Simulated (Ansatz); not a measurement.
BaF2: response to strain

Start from BaF2 in the fluorite structure (space group Fm-3m, No. 225; a = 6.2464 Å).

Strains are applied to the cell and any free atomic positions relax.

Calculations: PBE, PAW, 420 eV (Ansatz, a program for electronic structure; without spin-orbit coupling).

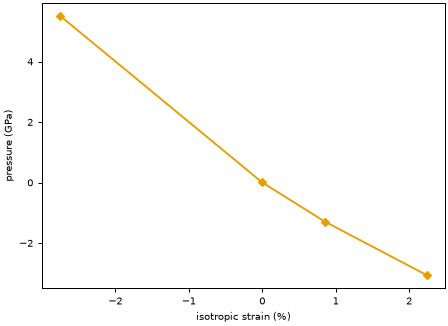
Pressure against isotropic strain

```csv
isotropic strain (%),pressure
-2.75,5.51 GPa
0.85,-1.29 GPa
2.24,-3.06 GPa
```

No phonon test of stability was made.
